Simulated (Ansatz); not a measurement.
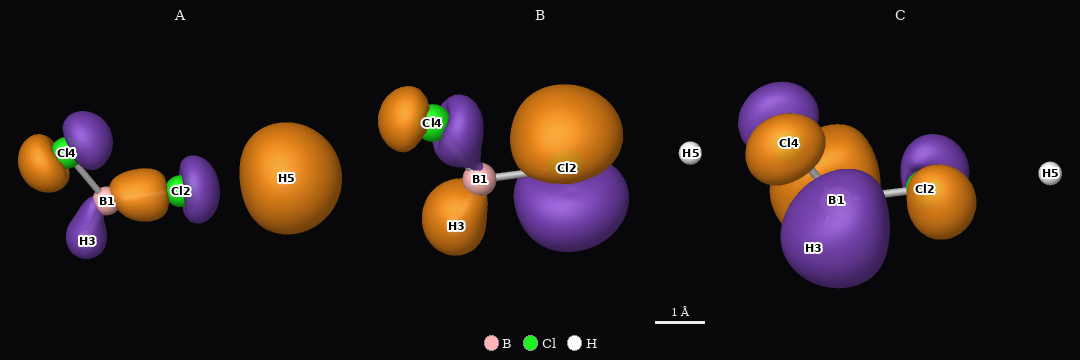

BCl2H···H (doublet). Three frontier orbitals at ±0.1 Å⁻³ᐟ² (orange and purple are the two phases), in no order.

Not at a stationary point (largest force 1.4 eV/Å).

The calculation used Ansatz, UKS B3LYP-D4/def2-SVP.

Input file:

```
crystal:
  periodic: [false, false, false]
  atoms:
    - { symbol: B, position_ang: [0.0, 0.0, 0.0] }
    - { symbol: Cl, position_ang: [0.0, 0.0, 2.11] }
    - { symbol: H, position_ang: [1.0305, 0.0, -0.595] }
    - { symbol: Cl, position_ang: [-1.6108, 0.0, -0.93] }
    - { symbol: H, position_ang: [0.0, 0.0, 3.78] }
magnetization:
  spin_polarized: true
  initial_magnetization: 1
basis:
  gaussian: { orbitals: def2-SVP }
hamiltonian:
  xc: b3lyp
  dispersion: d4
relax:
  f_tol: 0.15
  max_steps: 25
  restrain:
    - { distance: [1, 4], at: 2.57, k: 30.0 }
    - { distance: [0, 1], at: 1.86, k: 30.0 }
output:
  orbitals: {}
```

Launched as:

```sh
ansatz run input.yaml --threads 2 --pin off --max-ram 3072MiB --backend cpu --events-out ev --progress --plain --runs-dir out
```

The fields are those of the run's last geometry, not of the input's.

Question: Which picture is the HOMO−1, the HOMO and the LUMO? All are α orbitals.

Answer: B is the HOMO−1 (α) (−8.75 eV). By Hirshfeld shares it lies mainly on Cl2 (about 80 %), Cl4 (about 10 %) and B1 (about 5 %); it is symmetric in the molecular plane (an in-plane orbital: σ, lone-pair or in-plane π type); largely a lone pair of Cl2. A is the HOMO (α) (−8.26 eV). By Hirshfeld shares it lies mainly on H5 (about 75 %), Cl4 (about 10 %) and Cl2 (about 10 %); it is symmetric in the molecular plane (an in-plane orbital: σ, lone-pair or in-plane π type). C is the LUMO (α) (−1.82 eV). Its weight (Hirshfeld) is mainly on B1 (about 60 %), Cl4 (about 20 %), Cl2 (about 15 %) and H3 (about 5 %); it changes sign across the molecular plane (π type); π-antibonding (a node) across B1–Cl4.

Question: What is the gap between the highest occupied and lowest empty α orbitals?

Answer: 6.44 eV between the orbital energies.
